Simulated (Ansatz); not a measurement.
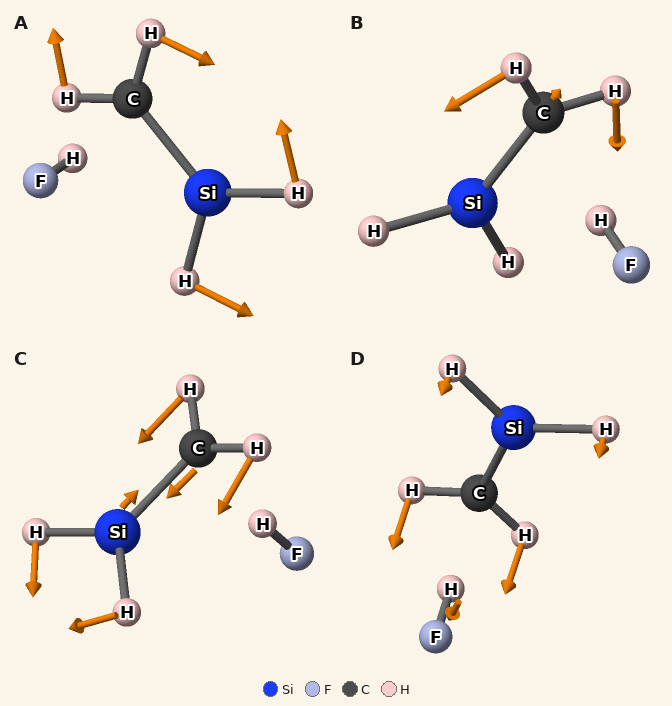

4 normal modes of one molecule or complex, as arrows. Harmonic vibrations computed with RKS PBE0-D4/def2-TZVP (Ansatz 0.2.0) at a stationary point of the same level.

> Match the panels to the wavenumbers 472 cm⁻¹, 809 cm⁻¹, 1004 cm⁻¹, 1385 cm⁻¹.

A: 472 cm⁻¹, angle bending
B: 1385 cm⁻¹, angle bending
C: 1004 cm⁻¹
D: 809 cm⁻¹
